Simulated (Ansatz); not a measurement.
**ClFH2SSn: ionisation energy by level of theory**

Aim: the vertical ionisation energy of ClFH2SSn, as cation minus neutral at the neutral's geometry, on several levels, and how well −ε(HOMO) stands in for it.

The runs use Ansatz 0.2.0, Gaussian basis; unrestricted cation, the program's frozen cores in correlated methods.

The runs, in order: UKS PBE-D4/def2-TZVPP; UKS r2SCAN-D4/def2-TZVPP; UKS PBE0-D4/def2-TZVPP; UKS B3LYP-D4/def2-TZVPP; UKS wB97X-V/def2-TZVPP; UKS wB97M-V/def2-TZVPP; UKS B2PLYP/def2-TZVPP; UHF-CCSD(T)/def2-TZVPP; UHF-MP2/def2-QZVPP; extrapolation to the limit; then −ε(HOMO) from the neutral's earlier runs with LDA (SPW92), PBE-D4, revPBE-D4, BLYP-D4, r2SCAN-D4, B97M-V, PBE0-D4, B3LYP-D4, r2SCANh-D4, r2SCAN0-D4, HSE06-D4, BHLYP-D4, CAM-B3LYP-D4, LC-ωPBE, ωB97X-V, ωB97M-V.

## Step 1: The relaxed structure

All runs share one geometry, relaxed beforehand with PBE0-D4 in a triple-zeta def2 set. Sn takes the def2 core potential; no spin-orbit term is included.

6 atoms, charge 0, spin multiplicity 1.

Atoms are counted from 1 here; the program's logs count them from 0.

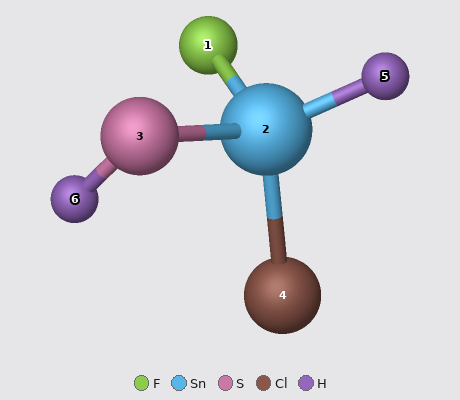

The geometry (fluorine green, tin blue, sulfur pink, chlorine brown, hydrogen purple); atoms are numbered from 1 in the order of the file.

## Step 2: Cation, UKS PBE-D4/def2-TZVPP

in.yaml reads:

```yaml
crystal:
  periodic: [false, false, false]
  atoms:
    - {symbol: F, position_ang: [-1.817070, 0.320640, -0.819224]}
    - {symbol: Sn, position_ang: [0.043977, -0.034279, -0.570848]}
    - {symbol: S, position_ang: [0.793988, 1.204167, 1.300798]}
    - {symbol: Cl, position_ang: [0.076842, -2.288117, -0.081180]}
    - {symbol: H, position_ang: [0.828378, 0.318379, -2.028884]}
    - {symbol: H, position_ang: [0.115984, 0.415208, 2.153137]}
basis:
  gaussian: {orbitals: def2-TZVPP}
total_charge: 1
magnetization: {spin_polarized: true, initial_magnetization: 1}
hamiltonian: {xc: pbe, dispersion: d4}
```

Run with:

```bash
$ ansatz run in.yaml --threads 2 --pin off --events-out ev --progress --plain --max-ram 22528MiB --backend cpu
```

The runs that follow: Cation, UKS r2SCAN-D4/def2-TZVPP; Cation, UKS PBE0-D4/def2-TZVPP; Cation, UKS B3LYP-D4/def2-TZVPP; Cation, UKS wB97X-V/def2-TZVPP; Cation, UKS wB97M-V/def2-TZVPP; Cation, UKS B2PLYP (frozen core)/def2-TZVPP; Cation, UHF-CCSD(T)/def2-TZVPP; Cation, UHF-MP2/def2-QZVPP.

Q: Predict the results of all the runs planned. Wanted: ionisation energy, CCSD(T)/CBS; nearest functional by difference; nearest −ε(HOMO); −ε(HOMO) of PBE; T1 of the cation.

The runs gave:

| quantity | value |
| --- | --- |
| ionisation energy, CCSD(T)/CBS | 10.67 eV |
| nearest functional by difference | ωB97X-V (-0.11 eV) |
| nearest −ε(HOMO) | ωB97X-V (-0.01 eV) |
| −ε(HOMO) of PBE | 6.98 eV |
| T1 of the cation | 0.016 |

In words: By cation minus neutral, the functionals miss by 0.52 eV at most. −ε(HOMO) of PBE misses by 3.7 eV, since self-interaction lifts the level. Among orbital estimates ωB97X-V comes nearest. Hartree-Fock falls 1.17 eV short, as the neutral has more correlation energy than the cation. The cation may have settled in a state other than its lowest; no search over hole states beyond the program's own was made. Correlated methods include outer-core shells of Sn, which these sets cover unevenly. With outer-core shells in play the reference is unsure by up to some tenths of an eV, so close misses can't be ranked.
